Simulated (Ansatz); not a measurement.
The end point of a relaxation of TePb. Level of theory: PBE (plane waves to 420 eV, PAW, scalar-relativistic; Ansatz, a program for electronic structure).

Fm-3m (No. 225), cF8, rock salt type; a = 6.5691 Å, b = 6.5691 Å, c = 6.5691 Å, α = 90.00°, β = 90.00°, γ = 90.00°.

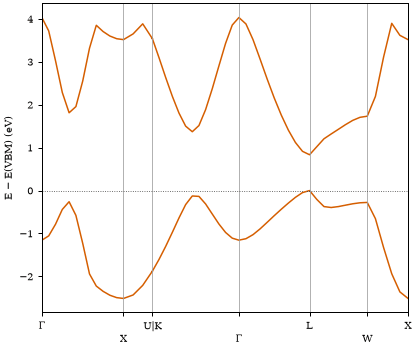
Figure: Highest filled and lowest empty band along the path of this cell's Brillouin zone

Question: Read off the gap and say whether it is direct.

Answer: 0.83 eV, direct at L (no spin-orbit coupling).

Question: How far does the top valence band disperse along this path?

Answer: About 2.5 eV.

No spin polarisation in the result. Spin-orbit coupling is missing; with elements this heavy it can move band edges by tenths of an eV or more.

Measured for TePb: gap 0.19 eV (0 K or low temperature; as listed in arXiv:2302.06325). Computed minus measured — gap: PBE +0.64 eV. The computed values are for a static lattice, and a measured gap can be an optical one, lowered by exciton binding.

The run could not lose the symmetry of its start.
